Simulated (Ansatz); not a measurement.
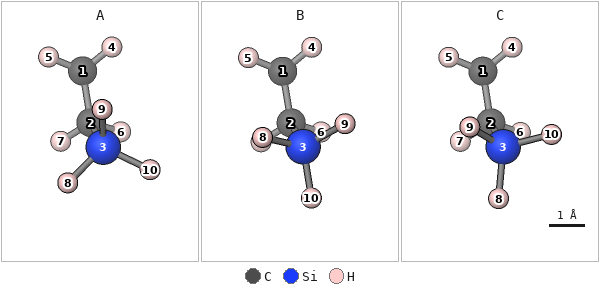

3 geometries from a converged minimum-energy path of C2H7Si (multiplicity 2), shuffled. The picture is a ball-and-stick view, seen from a free direction.

The calculation used UHF/cc-pVDZ in Ansatz 0.2.0. Settings: 7 movable images; climbing image; force threshold 0.03 eV/Å; iteration limit 60; starting path through a guess of the saddle point.

### Which frame is the top of the path?

A. In order along the path, whose images run from 0 to 8: B (image 0, 0.00 kcal/mol), A (image 4, +2.19 kcal/mol), C (image 7, +0.32 kcal/mol). The motion is a rotation about the C2–Si3 bond by about 120°. No bond forms or breaks between the ends.

The run took 100 s on 1 thread of Intel(R) Xeon(R) Platinum 8488C (Sapphire Rapids) (shared host), peak memory 0.18 GiB.
